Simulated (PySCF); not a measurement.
**Ta3: frequency calculation**

Ta3, multiplicity 6, computed with UKS-based PBE0, Ta def2-TZVP with ECP60; non-relativistic Hamiltonian with a scalar-relativistic core potential; density fitting (PySCF 2.14.0).

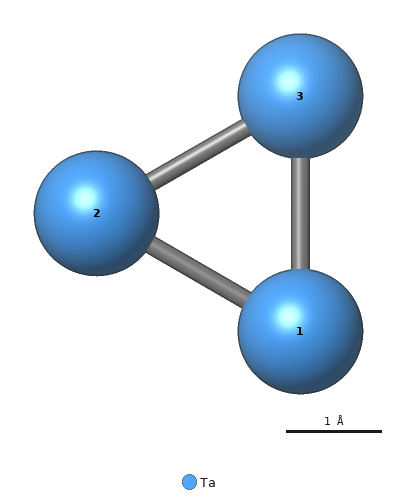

Fig. 1: The structure as given in the input (ball-and-stick view, seen on its broad side; atoms are numbered from 1 in the order of the input). Sticks mark near contacts. Bond lengths as drawn: Ta–Ta 2.48 Å.

### The input
```python
from pyscf import gto, scf, dft
mol = gto.M(atom='''
Ta     0.715964    -1.240085     0.000000
Ta    -1.431927    -0.000000     0.000000
Ta     0.715964     1.240085     0.000000''',
    basis={'Ta': 'def2-TZVP'},
    ecp={'Ta': 'def2-TZVP'},
    charge=0, spin=5)
mf = dft.UKS(mol, xc='PBE0')
mf.grids.atom_grid = (75, 302)
aux = {'Ta': 'def2-universal-JKFIT'}
mf = mf.density_fit(auxbasis=aux)
mf.conv_tol = 1e-09
mf.diis_space = 10
mf.max_cycle = 60
mf.verbose = 4
mf.kernel()
```

The script is an equivalent of the set-up of the self-consistent field. The run itself was carried out by a driver, which started from the orbitals of the step before it where there was one and computed the further properties.

Command:
```bash
OMP_NUM_THREADS=4 python axn.py task.json out
```

### What the program printed
```
init E= -170.75845182465
  alpha nocc = 22  HOMO = -0.158825094073759  LUMO = -0.0308629340524528
  beta  nocc = 17  HOMO = -0.184827839609552  LUMO = -0.0730965302030717
  HOMO = -0.158825094074  LUMO = -0.0730965302031  gap/eV = 2.33279
cycle= 1 E= -170.75845182465  delta_E= -7.96e-13  |g|= 2.82e-06  |ddm|= 6.53e-06
  alpha nocc = 22  HOMO = -0.158825363086569  LUMO = -0.0308632109223367
  beta  nocc = 17  HOMO = -0.184828228123958  LUMO = -0.073096802942105
  HOMO = -0.158825363087  LUMO = -0.0730968029421  gap/eV = 2.33279
Extra cycle  E= -170.758451824511  delta_E= 1.39e-10  |g|= 1.62e-05  |ddm|= 1.59e-05
converged SCF energy = -170.758451824511  <S^2> = 8.765016  2S+1 = 6.0050032
```

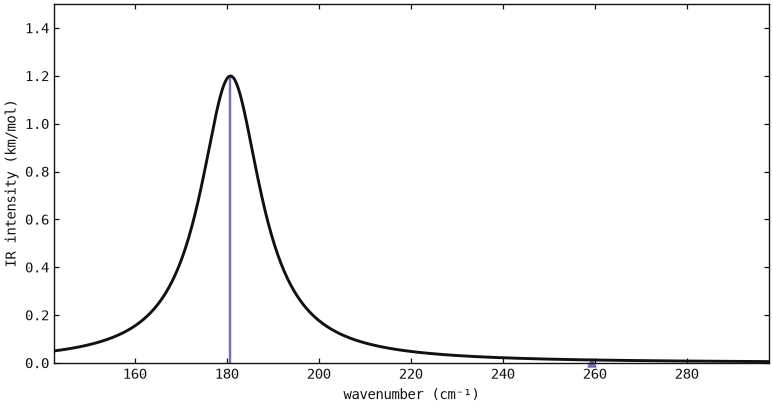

Fig. 2: Harmonic infrared spectrum, unscaled: sticks (degenerate modes added up, dark ones marked on the axis) with a Lorentzian envelope of 16 cm⁻¹ full width, scaled to the tallest stick. 3 modes from 181 to 260 cm⁻¹, none imaginary. The strongest line is at 181 cm⁻¹ (1.2 km/mol). All modes, in cm⁻¹ (km/mol): 181 (0.6), 181 (0.6), 260 (0.0).

### Results in brief

| quantity | value |
| --- | --- |
| outcome | converged |
| total energy | −170.758452 hartree |
| ⟨S²⟩ | 8.765 |
| zero-point energy | 0.001415 hartree |
| dipole moment | 0.00 D |
| wavenumbers, lowest and highest | 181 and 260 cm⁻¹ |
| hardware | 4 threads of Arm Neoverse V2, 24 GiB of memory available, shared host |
| wall time | 40 s (CPU time 2.3 min) |
| peak memory | 1.1 GiB |
